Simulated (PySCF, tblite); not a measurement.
# C2H10OPSi2 radical: geometry, infrared bands and EPR parameters

What infrared bands and EPR parameters should C2H10OPSi2 radical (`CCO[SiH2][SiH]P`) show?

Computed with tblite 0.8.0 and PySCF 2.14.0, with density-fitted response routines of our own, on a single molecule in the gas phase. Atoms count from 0, in the outputs and in this text.

## (1) The starting structure

16 atoms, charge 0, multiplicity 2; geometry from: force field or distance geometry start.

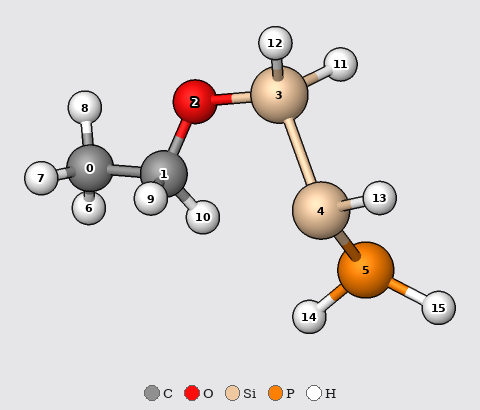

As it starts; carbon grey, oxygen red, silicon light orange, phosphorus orange, hydrogen white, atoms numbered.

## (2) Geometry optimisation with GFN2-xTB

What the job is given:

```
{"job": {"kind": "relax", "xc": "GFN2-xTB", "basis": "xTB"}, "charge": 0, "multiplicity": 2}
C     -2.308800    -1.367700    -0.018500
C     -1.126000    -0.442700     0.159600
O     -1.128300     0.424400    -0.901200
Si     0.130700     1.569500    -0.908600
Si     1.567700     1.247000     0.799700
P      2.757400    -0.518800     0.268100
H     -2.021200    -2.439200    -0.021200
H     -3.043100    -1.141300     0.774800
H     -2.797400    -1.113100    -0.990100
H     -1.202300     0.080100     1.153200
H     -0.186700    -1.047300     0.227200
H      0.929700     1.437200    -2.140100
H     -0.332400     2.958300    -0.854600
H      2.374200     2.464100     0.961300
H      2.208300    -1.743300     0.767500
H      4.170500    -0.358500     0.513900
```

Launch:

```console
OMP_NUM_THREADS=1 python probes_run.py task.json out
```

This one command runs all jobs of the session in turn.

Log:

```text
step      E/eV     max force
  0    -527.05191    2.775
  1    -527.31115    1.368
  2    -527.54386    1.530
  3    -527.71025    1.364
  4    -527.89353    0.937
  5    -527.94152    0.638
  6    -527.97967    0.430
  7    -527.99072    0.320
  8    -528.01150    0.325
  9    -528.02668    0.445
 10    -528.04966    0.439
 11    -528.07287    0.408
 12    -528.09295    0.341
 13    -528.10465    0.228
 14    -528.11222    0.233
 15    -528.11816    0.264
 16    -528.12473    0.236
 17    -528.13141    0.207
 18    -528.13736    0.178
 19    -528.14229    0.208
 20    -528.14668    0.188
 21    -528.15080    0.136
 22    -528.15471    0.157
 23    -528.15875    0.236
 24    -528.16369    0.309
 25    -528.16998    0.312
 26    -528.17731    0.235
 27    -528.18496    0.203
 28    -528.19254    0.204
 29    -528.20124    0.227
 30    -528.21349    0.249
 31    -528.22888    0.329
 32    -528.24209    0.290
 33    -528.25098    0.314
 34    -528.25449    0.329
 35    -528.26272    0.237
 36    -528.26797    0.197
 37    -528.27684    0.219
 38    -528.28499    0.226
 39    -528.29241    0.199
 40    -528.29699    0.146
 41    -528.29983    0.149
 42    -528.30232    0.131
 43    -528.30586    0.108
 44    -528.30881    0.118
 45    -528.31255    0.145
 46    -528.31626    0.178
 47    -528.32083    0.217
 48    -528.32513    0.177
 49    -528.32863    0.149
 50    -528.33107    0.125
 51    -528.33319    0.113
 52    -528.33539    0.129
 53    -528.33747    0.125
 54    -528.33924    0.104
 55    -528.34071    0.104
 56    -528.34225    0.105
 57    -528.34366    0.074
 58    -528.34460    0.062
 59    -528.34537    0.067
 60    -528.34641    0.071
 61    -528.34769    0.089
 62    -528.34913    0.082
 63    -528.35040    0.085
 64    -528.35146    0.092
 65    -528.35234    0.067
 66    -528.35304    0.056
 67    -528.35362    0.074
 68    -528.35417    0.077
 69    -528.35472    0.071
 70    -528.35521    0.058
 71    -528.35557    0.039
 72    -528.35582    0.051
 73    -528.35605    0.047
 74    -528.35630    0.033
 75    -528.35657    0.030
 76    -528.35680    0.038
 77    -528.35702    0.036
 78    -528.35726    0.033
 79    -528.35752    0.032
 80    -528.35774    0.029
 81    -528.35788    0.029
 82    -528.35797    0.028
 83    -528.35808    0.026
 84    -528.35823    0.031
 85    -528.35837    0.030
 86    -528.35849    0.030
 87    -528.35862    0.033
 88    -528.35883    0.042
 89    -528.35922    0.078
 90    -528.35988    0.108
 91    -528.36074    0.114
 92    -528.36159    0.078
 93    -528.36238    0.062
 94    -528.36295    0.097
 95    -528.36429    0.112
 96    -528.36704    0.089
 97    -528.36669    0.240
 98    -528.37078    0.140
 99    -528.37246    0.086
100    -528.37343    0.100
101    -528.37415    0.051
102    -528.37475    0.047
103    -528.37505    0.048
104    -528.37535    0.052
105    -528.37572    0.048
106    -528.37616    0.050
107    -528.37645    0.035
108    -528.37679    0.046
109    -528.37713    0.035
110    -528.37734    0.032
111    -528.37751    0.031
112    -528.37773    0.037
113    -528.37811    0.054
114    -528.37886    0.072
115    -528.38005    0.096
116    -528.38177    0.118
117    -528.38318    0.127
118    -528.38577    0.104
119    -528.38717    0.172
120    -528.38929    0.104
121    -528.39245    0.086
122    -528.39434    0.098
123    -528.39415    0.219
124    -528.39688    0.080
125    -528.39788    0.068
126    -528.39919    0.116
127    -528.40012    0.077
128    -528.40105    0.084
129    -528.40151    0.066
130    -528.40184    0.043
131    -528.40229    0.052
132    -528.40298    0.046
133    -528.40352    0.048
134    -528.40411    0.057
135    -528.40490    0.080
136    -528.40571    0.076
137    -528.40640    0.078
138    -528.40710    0.066
139    -528.40822    0.070
140    -528.40940    0.073
141    -528.41046    0.062
142    -528.41117    0.053
143    -528.41177    0.056
144    -528.41243    0.059
145    -528.41309    0.061
146    -528.41360    0.052
147    -528.41398    0.039
148    -528.41438    0.041
149    -528.41492    0.052
150    -528.41541    0.052
151    -528.41573    0.037
152    -528.41594    0.034
153    -528.41613    0.029
154    -528.41627    0.029
155    -528.41642    0.028
156    -528.41660    0.032
157    -528.41691    0.043
158    -528.41740    0.060
159    -528.41813    0.070
160    -528.41905    0.096
161    -528.42014    0.111
162    -528.42139    0.094
163    -528.42261    0.073
164    -528.42324    0.067
165    -528.42292    0.104
166    -528.42418    0.048
167    -528.42438    0.026
168    -528.42453    0.027
169    -528.42466    0.022
170    -528.42472    0.022
171    -528.42483    0.023
172    -528.42495    0.023
173    -528.42507    0.032
174    -528.42517    0.026
175    -528.42528    0.020
176    -528.42540    0.020
177    -528.42555    0.031
178    -528.42574    0.051
179    -528.42604    0.063
180    -528.42649    0.050
181    -528.42712    0.072
182    -528.42775    0.085
183    -528.42853    0.076
184    -528.42903    0.055
185    -528.42775    0.207
186    -528.42951    0.037
187    -528.42965    0.028
188    -528.42985    0.024
189    -528.42999    0.025
190    -528.43004    0.018
191    -528.43011    0.022
192    -528.43018    0.018
193    -528.43027    0.021
194    -528.43035    0.021
195    -528.43043    0.027
196    -528.43050    0.036
197    -528.43059    0.033
198    -528.43070    0.023
199    -528.43086    0.026
200    -528.43107    0.029
201    -528.43126    0.036
202    -528.43137    0.020
203    -528.43144    0.018
204    -528.43148    0.013
205    -528.43150    0.010
```

It took 2 s on 1 thread of AMD EPYC 7B13, shared host.

Along the way: (not every step is listed)

```tsv
step	energy from step 0 (eV)	largest force (eV/Å)
0	0.0000	2.7753
1	-0.2592	1.3682
2	-0.4919	1.5301
3	-0.6583	1.3641
4	-0.8416	0.9372
5	-0.8896	0.6376
6	-0.9278	0.4302
7	-0.9388	0.3200
8	-0.9596	0.3252
27	-1.1331	0.2028
46	-1.2644	0.1777
65	-1.3004	0.0667
84	-1.3063	0.0308
103	-1.3231	0.0482
122	-1.3424	0.0981
141	-1.3585	0.0618
160	-1.3671	0.0964
179	-1.3741	0.0629
198	-1.3788	0.0226
200	-1.3792	0.0291
201	-1.3793	0.0358
202	-1.3795	0.0199
203	-1.3795	0.0181
204	-1.3796	0.0132
205	-1.3796	0.0098
```

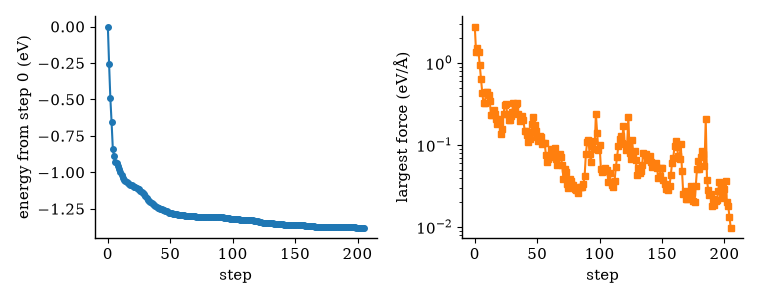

Energy and force, step by step.

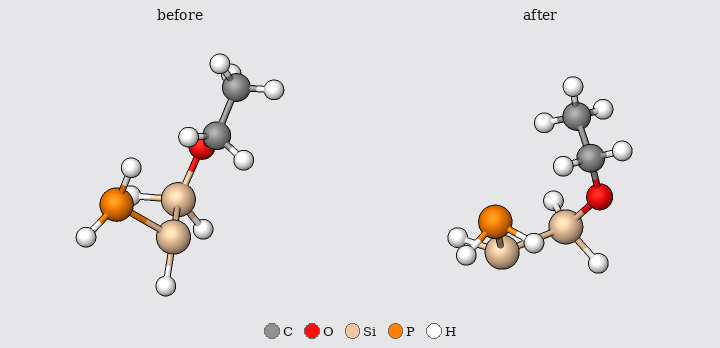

Before and after, at one scale.

Close pairs (by a distance rule), those that changed most:

```tsv
bond	before (Å)	after (Å)	change (Å)
O2–Si3	1.702	1.622	-0.080
Si3–Si4	2.255	2.322	+0.066
P5–H15	1.443	1.384	-0.059
Si4–P5	2.195	2.245	+0.051
P5–H14	1.432	1.385	-0.047
C1–H9	1.125	1.096	-0.030
C0–H8	1.117	1.088	-0.029
C0–H6	1.109	1.086	-0.023
```

The final coordinates are the input of the step that follows.

## (3) Harmonic vibrations with GFN2-xTB

What the job is given:

```
{"job": {"kind": "ir", "xc": "GFN2-xTB", "basis": "xTB"}, "charge": 0, "multiplicity": 2}
C     -1.780830    -1.203916    -0.625779
C     -1.135580    -0.636672     0.629147
O     -1.051290     0.753044     0.610858
Si    -0.217911     1.747260    -0.362509
Si     2.034823     1.185837    -0.363313
P      2.520114    -0.736886     0.689514
H     -1.897848    -2.279490    -0.526684
H     -2.758015    -0.750416    -0.775663
H     -1.161117    -0.994083    -1.494932
H     -1.727508    -0.902607     1.511902
H     -0.126653    -1.063726     0.751478
H     -0.808172     1.764686    -1.709329
H     -0.514512     2.994337     0.333099
H      2.562843     0.891028    -1.718098
H      2.189156    -0.284196     1.955720
H      3.864903    -0.475254     0.885630
```

Log:

```text
mode    cm-1     km/mol
  1      17.6      1.35
  2      34.8      0.68
  3      93.5      0.45
  4     110.5      1.40
  5     139.7      0.97
  6     179.5      5.43
  7     217.2      2.97
  8     279.8      7.35
  9     356.9     34.77
 10     396.5     22.63
 11     426.0      1.16
 12     438.5     11.47
 13     495.1      6.14
 14     565.5    153.22
 15     626.4     43.79
 16     661.2     11.23
 17     693.6    344.63
 18     728.7    168.99
 19     753.9    182.69
 20     794.5    178.35
 21     834.2      2.47
 22     980.1     19.22
 23    1090.7      5.19
 24    1145.5     26.89
 25    1148.9      9.94
 26    1167.9    159.34
 27    1265.6      2.74
 28    1341.3      6.84
 29    1399.6     13.95
 30    1479.0      1.44
 31    1481.1      4.03
 32    1493.1      1.80
 33    2072.0    270.54
 34    2152.3    323.43
 35    2281.2    277.22
 36    2286.3     53.29
 37    2373.8    146.19
 38    2839.1     61.75
 39    2936.4     31.12
 40    3032.1     39.81
 41    3038.8     14.54
 42    3048.5     19.15
```

Wall time 0.78 s (1 thread of AMD EPYC 7B13, shared host).

The strongest bands and the atoms that carry them (share of the mass-weighted mode):

```tsv
cm⁻¹	km/mol	atoms
694	344.6	H12 43 %, H11 32 %
729	169.0	H14 42 %, H13 14 %, O2 10 %
754	182.7	Si3 22 %, H14 18 %, O2 13 %, H12 12 %
794	178.3	H12 44 %, H11 39 %, Si3 10 %
1168	159.3	O2 43 %, C1 36 %
2072	270.5	H13 96 %
2152	323.4	H11 96 %
2281	277.2	H12 93 %
```

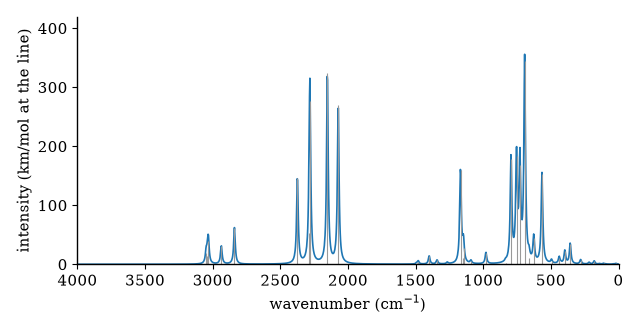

The infrared spectrum from these modes, unscaled. Lines are broadened to a width of 14 cm⁻¹ (Lorentzian).

## (4) EPR parameters: B3LYP/pcH-1

Same as in step 3 but for these lines:

```diff
@@ -1,2 +1,2 @@
-{"job": {"kind": "ir", "xc": "GFN2-xTB", "basis": "xTB"}, "charge": 0, "multiplicity": 2}
+{"job": {"kind": "epr", "basis": "pcH-1"}, "charge": 0, "multiplicity": 2}
 C     -1.780830    -1.203916    -0.625779
```

Level: UKS B3LYP, pcH-1 on C H O P Si, non-relativistic, mean-field spin-orbit, GIAO.

Log:

```text
UKS, coarse grid
  cycle   1  E = -1077.71183119  |g| = 5.65e-01
  cycle   2  E = -1077.29053785  |g| = 1.13e+00
  cycle   3  E = -1077.81423406  |g| = 1.38e-01
  cycle   4  E = -1077.82190079  |g| = 5.75e-02
  cycle   5  E = -1077.82345344  |g| = 1.06e-02
  cycle   6  E = -1077.82351254  |g| = 2.96e-03
  cycle   7  E = -1077.82351686  |g| = 1.18e-03
  cycle   8  E = -1077.82351865  |g| = 4.29e-04
UKS, final grid
  cycle   1  E = -1077.82351592  |g| = 5.08e-04
  cycle   2  E = -1077.82351579  |g| = 7.35e-04
  cycle   3  E = -1077.82351606  |g| = 8.56e-05
  cycle   4  E = -1077.82351607  |g| = 2.39e-05
E = -1077.82351607 Eh   <S^2> = 0.7529 (exact 0.7500)
g shifts (ppm)      1          2          3
  rmc          -138       -138       -138
  gc             21         51         60
  oz_so        -515       2439       6244
  total        -632       2351       6165
hyperfine (MHz)  atom isotope    a_iso     a_fc   dipolar eigenvalues
    0   13C       0.75       0.75     -0.28     -0.23      0.51
    1   13C      -0.65      -0.65     -0.37     -0.25      0.63
    2   17O      -4.73      -4.72     -7.76      3.53      4.22
    3  29Si     -37.01     -37.06     -9.67      4.68      5.00
    4  29Si    -352.53    -353.21   -159.84     79.53     80.31
    5   31P      64.40      64.59    -47.39    -39.02     86.40
    6    1H       0.18       0.18     -0.56     -0.42      0.98
    7    1H       0.11       0.11     -0.57     -0.51      1.08
    8    1H       0.38       0.38     -1.08     -1.03      2.10
    9    1H       0.26       0.25     -0.79     -0.53      1.31
   10    1H       0.28       0.28     -1.88     -0.90      2.79
   11    1H      41.52      41.53     -1.72     -1.20      2.92
   12    1H       2.18       2.19     -2.00     -1.28      3.28
   13    1H      16.88      16.83     -9.01      1.80      7.21
   14    1H      13.99      13.98     -2.95     -0.55      3.50
   15    1H      43.96      43.95     -3.22     -0.70      3.92
```

It took 68 s on 1 thread of AMD EPYC 7B13, shared host; peak memory 0.96 GiB.

Principal g values 2.00169, 2.00467, 2.00848; g(iso) = 2.00495, against 2.00232 for a free electron.

Mean a(iso) over the nuclei that a row names, and the largest dipolar term of the row (other rows stand at the frozen geometry):

```tsv
nuclei	isotope	a(iso) (MHz)	a(iso) (G, at g = 2.0023)	largest dipolar term (MHz)
Si4	29Si	-352.5	-125.8	-159.8
P5	31P	64.4	23.0	86.4
Si3	29Si	-37.0	-13.2	-9.7
H14, H15	1H	29.0	10.3	3.9
H11, H12	1H	21.9	7.8	3.3
H13	1H	16.9	6.0	-9.0
O2	17O	-4.7	-1.7	-7.8
C0	13C	0.8	0.3	0.5
C1	13C	-0.6	-0.2	0.6
H9, H10	1H	0.3	0.1	2.8
H6, H7, H8	1H	0.2	0.1	2.1
```

Mulliken spin populations:

C0 0.00; C1 0.00; O2 0.01; Si3 0.03; Si4 0.86; P5 0.07; H6 0.00; H7 0.00; H8 0.00; H9 0.00; H10 0.00; H11 0.02; H12 0.00; H13 -0.01; H14 0.00; H15 0.01

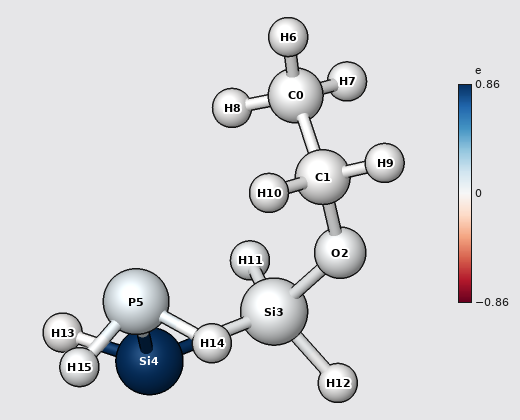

Mulliken spin populations, as colours on the atoms.

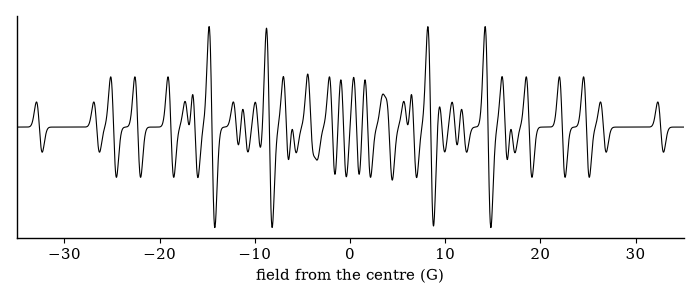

First-order isotropic spectrum (first derivative, main isotopes with spin only, couplings over 0.8 MHz, Gaussian width 0.3 G; couplings of the frozen geometry, rotation of groups not averaged beyond the rows shown).

Orbitals, density, ELF and potential are computed afterwards from the orbital file.

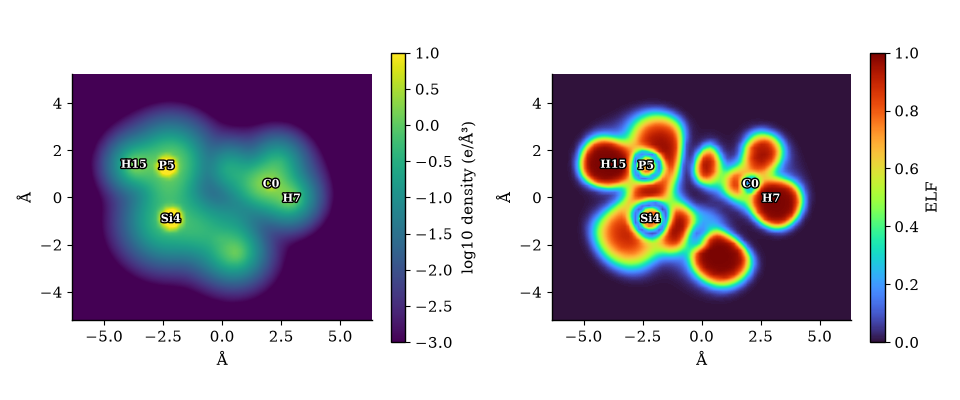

Density (left) and ELF (right) in a plane through or near 5 of the atoms.

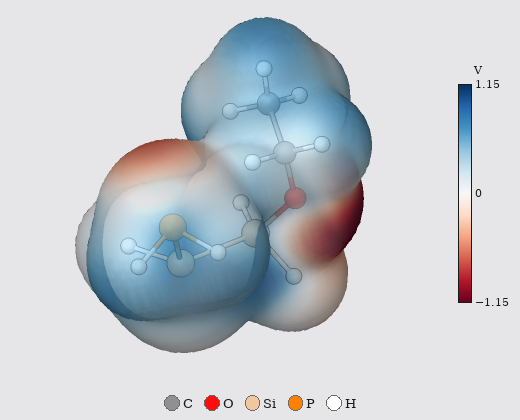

Electrostatic potential on the surface of density 0.002 e/bohr³; red is low, blue high. It runs from -1.11 V near O2 to 1.15 V near Si3.

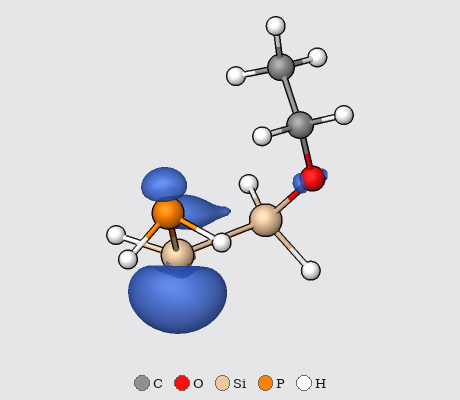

Spin density at ±0.05 e/Å³ (alpha excess blue, beta excess red).

## (5) What came out

| quantity | value |
| --- | --- |
| strongest single infrared mode (GFN2-xTB) | 694 cm⁻¹, 345 km/mol |
| zero-point energy (GFN2-xTB) | 69.9 kcal/mol |
| g(iso) (B3LYP) | 2.00495 |
| ⟨S²⟩ | 0.753 (exact 0.75) |
| largest a(iso) (averaged by class) | 29Si on Si4, -352.5 MHz |
| potential on the surface of density 0.002 e/bohr³, 1st and 99th percentile | -1.11 V and 1.15 V |

Relaxing lowered the energy by 1.380 eV in 205 steps; the close pair that moved most is O2–Si3, from 1.702 to 1.622 Å. All 42 modes are real, so the xTB geometry is a minimum. The strongest single mode, at 694 cm⁻¹, moves mainly H12 and H11. Unscaled tight-binding wavenumbers are off by several per cent, some by more. Its intensities can rank the bands wrongly. Most of the unpaired spin sits on Si4 (0.86 e). The isotropic g lies 2.6 ppt above the free-electron value. These values are for one conformer; the search (at its own cheap level) found 2 more, at 1.32, 1.51 kcal/mol, and measured spectra average over such forms.
